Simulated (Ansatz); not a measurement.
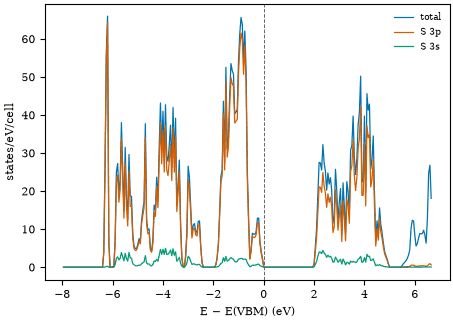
Figure. Total and projected density of states of S (α-S8, Fddd), plane-wave PAW PBEsol (Ansatz code)

Question: Which orbitals carry the states next to the gap?

Answer: Top 1 eV of the valence band: S 3p 93 %. Bottom 1 eV of the conduction band: S 3p 78 %, S 3s 13 %, outside the projected shells 9 %. Projections are on Löwdin-orthogonalised atomic valence shells; empty p or d shells of many metals are not among them.

Question: Where is the tallest occupied peak in this window, and what makes it?

Answer: Near -6.2 eV, about 66 states/eV per cell; the largest projected share is S 3p.

The cell was relaxed with PBEsol under the symmetry of its start. A crystal of weakly bound molecules computed without a dispersion correction: the cell and the soft elastic constants depend strongly on that.

Potentials: the earlier of the program's two PAW sets. The files were generated under PBE; for other functionals the program regenerates the frozen cores, and for LDA and PBEsol the local potential too.
